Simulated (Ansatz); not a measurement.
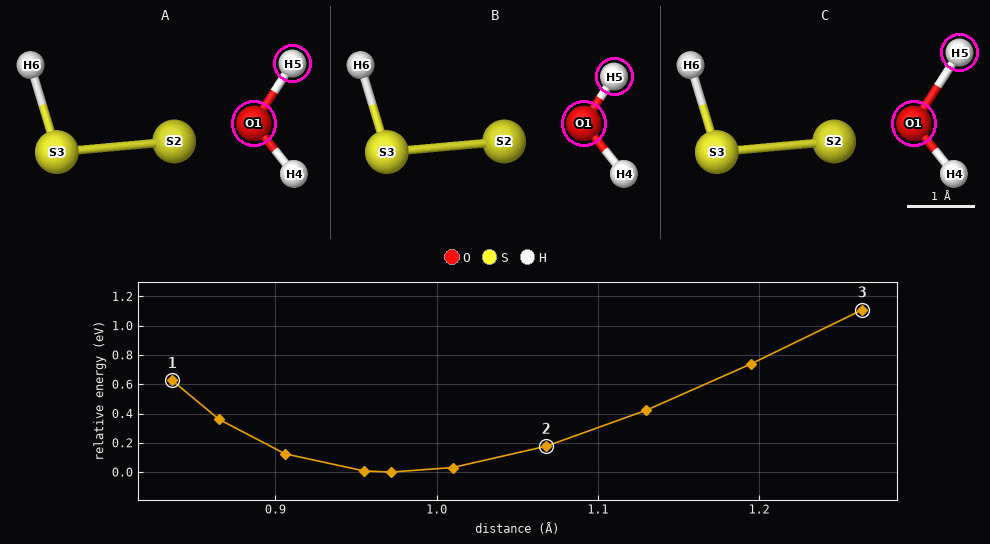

Energy scan for H$_{3}$S$_{2}$O (charge +1), in which the O1–H5 distance is varied, with the rest of the molecule carried along rigidly. The frames are shuffled; the numbered points of the plot belong to them. The picture is a ball-and-stick view, seen at a tilt. The ringed atoms are those of the scanned coordinate.

Computed with Ansatz: B3LYP-D4, basis def2-TZVPP, on geometries moved rigidly from the minimum at PBE0-D4/def2-TZVP. Energies are counted from the PBE0-D4/def2-TZVP minimum geometry at the same level.

Match the frames to the points.

Answer. Point 1 is frame B (the distance 0.836 Å, 0.626 eV); 2 is frame A (the distance 1.068 Å, 0.177 eV); 3 is frame C (the distance 1.264 Å, 1.108 eV). The lowest computed point lies at the distance 0.972 Å (0.000 eV). The curvature at the lowest point is about 49 eV/Å² (7.9 mdyn/Å). The well is steeper on the short side, as for any bond.
